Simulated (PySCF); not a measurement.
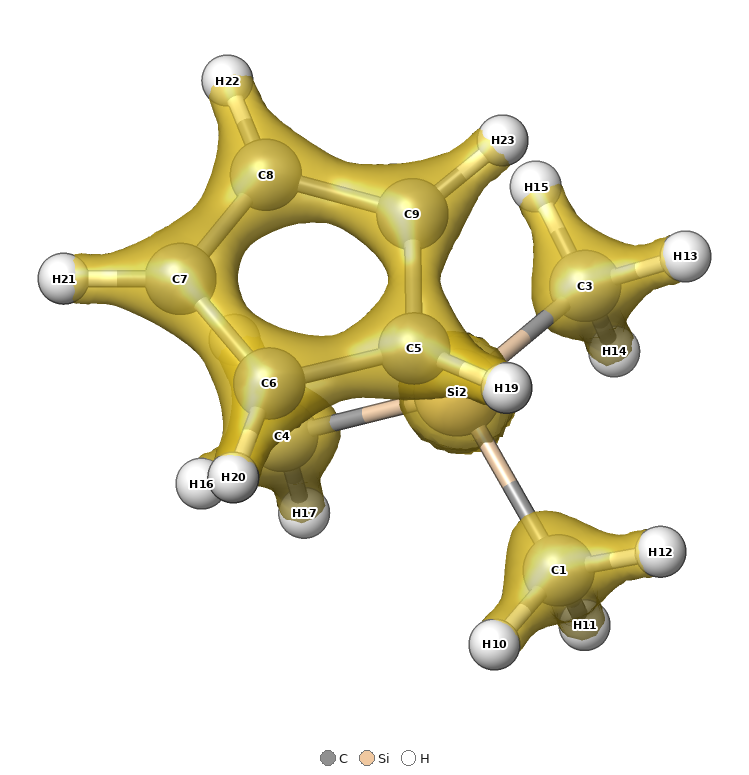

*C₈H₁₄Si. Isosurface of the total electron density at 1.5 e/Å³ (yellow), seen at an oblique angle.*

Geometry: GFN2-xTB.

These are results of PBE0/pcSseg-1, SCF density, gas phase, non-relativistic (PySCF), not measurements.

```xyz
23

C    -1.5668   -1.3179   -1.1953
Si   -0.6119   -0.3141    0.1322
C    -1.9518    0.1898    1.4066
C     0.6649   -1.4521    0.9602
C     0.3412    0.9665   -1.2956
C     1.6660    0.5466   -1.4642
C     2.3915    0.8972   -0.3334
C     1.5622    1.5655    0.5529
C     0.2695    1.6187    0.0076
H    -0.9042   -1.7191   -1.9562
H    -2.0822   -2.1536   -0.7329
H    -2.3171   -0.7148   -1.6984
H    -2.6848    0.8648    0.9749
H    -2.4864   -0.6885    1.7528
H    -1.5253    0.6804    2.2762
H     1.5088   -1.6551    0.3109
H     0.2001   -2.4001    1.2080
H     1.0519   -1.0225    1.8774
H    -0.3667    1.1150   -2.0907
H     2.0465    0.0203   -2.3216
H     3.4339    0.6845   -0.1720
H     1.8464    1.9579    1.5129
H    -0.4857    2.3308    0.2876
```

Q: What does this surface tell about the bonding?

A: At this value the surface falls into five separate pieces. It bridges the sampled C–C (1.39 Å), C–H (1.07 Å) and C–C (1.46 Å) contacts, where the density stays above the isovalue. It is pinched off along the sampled C–Si (1.90 Å) contacts. On the grid the lowest density along these lines, outside the cores, is 2.1 e/Å³ (C–C, 1.39 Å), 0.78 e/Å³ (C–Si, 1.90 Å), 1.9 e/Å³ (C–H, 1.07 Å) and 1.8 e/Å³ (C–C, 1.46 Å).
